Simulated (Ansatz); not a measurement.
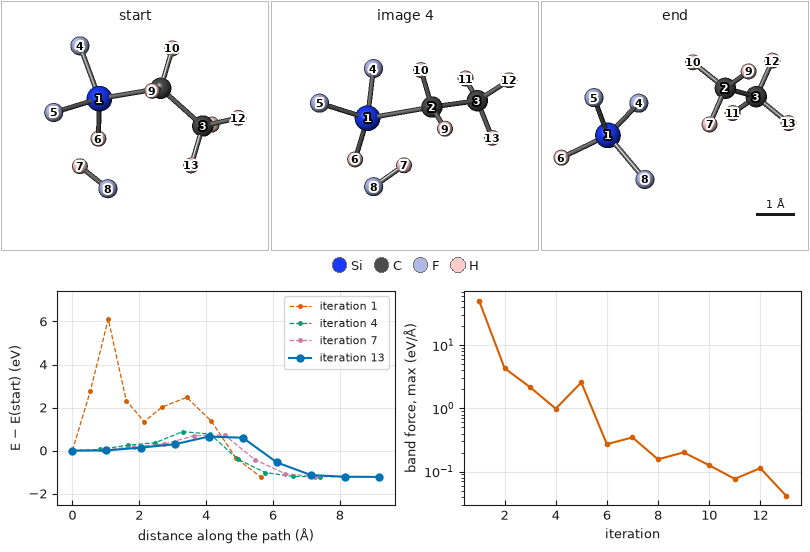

A nudged-elastic-band calculation for C₂H₇F₃Si. Images are numbered from 0 (start) to 9 (end). The plot follows the band through its iterations. The picture is a ball-and-stick view, seen at a tilt.

Method: RKS PBE-D4/def2-SVP (Ansatz 0.2.0). Set-up: 8 movable images; no climbing image; force threshold 0.05 eV/Å; iteration limit 60; starting path through a guess of the saddle point.

Judge this run.

The run is converged, with reservations. The band converged in 13 iterations. The largest component of the band force went from 51 to 0.042 eV/Å. No image climbed, so the highest image needn't lie on the saddle point, and the true maximum along this path can be higher. The first iteration put the highest image at 6.11 eV. The highest point, image 4, lies 0.65 eV above the start and 1.88 eV above the end; the end is at −1.22 eV relative to the start.
